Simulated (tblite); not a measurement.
# Run report: CH₃BF₂O (charge −1), frequency calculation

System: CH₃BF₂O, charge −1, multiplicity 2, SMILES [BH2-]OC(F)F.
Method: GFN2-xTB harmonic vibrations, gas phase (tblite 0.8.0).

It belongs to a series of runs on one base structure; here: X = H replaced by OCHF2.

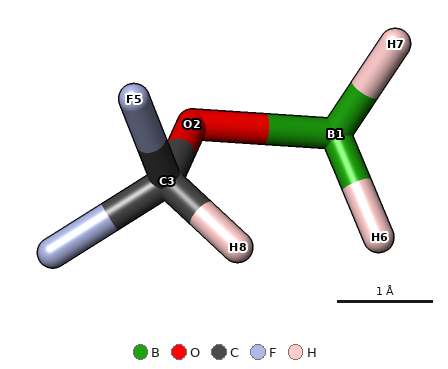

Figure 1. The structure as given in the input (stick view, seen at a tilt; atoms are numbered from 1 in the order of the input). Bond lengths as drawn: B–H 1.21 to 1.22 Å, B–O 1.60 Å, C–F 1.42 to 1.44 Å, C–H 1.11 Å and C–O 1.26 Å.

## Key numbers

```csv
quantity,value
outcome,converged
total energy,−506.2892 eV
zero-point energy,25.6170 kcal/mol
hardware,"1 CPU thread, shared host"
peak memory,0.18 GiB
```

## Input file
```
{"job": {"kind": "ir", "xc": "GFN2-xTB", "basis": "xTB"}, "charge": -1, "multiplicity": 2}
B      1.164883    -0.721096    -0.774075
O      0.573742     0.642213    -0.192893
C     -0.577723     0.592515     0.308558
F     -1.419382     1.650598    -0.115346
F     -0.620661     0.827938     1.727583
H      0.256565    -1.386875    -1.235909
H      1.820874    -1.270822     0.080268
H     -1.189240    -0.325059     0.177248
```

The first line tells a small driver script what to run in tblite; the rest is the geometry in Å.

Launch command:
```bash
OMP_NUM_THREADS=1 python <driver script> task.json out
```

## The program's output
```
mode    cm-1     km/mol
  1      40.5      0.98
  2      58.0     14.10
  3     291.0      6.51
  4     407.5     15.34
  5     425.9     22.97
  6     502.2     43.03
  7     659.8    204.84
  8     714.5    110.12
  9     846.9    203.98
 10     868.3    316.63
 11     888.1    101.34
 12    1132.9    216.80
 13    1241.7     39.05
 14    1320.0     22.27
 15    1377.7    542.55
 16    2141.0    617.80
 17    2239.7    274.96
 18    2763.8    183.48
```

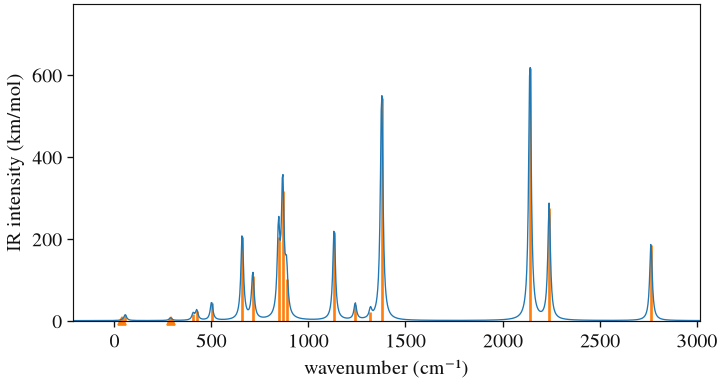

Figure 2. Harmonic infrared spectrum, unscaled: sticks (degenerate modes added up, dark ones marked on the axis) with a Lorentzian envelope of 16 cm⁻¹ full width, scaled to the tallest stick. 18 modes from 40 to 2764 cm⁻¹, none imaginary. The strongest line is at 2141 cm⁻¹ (618 km/mol).
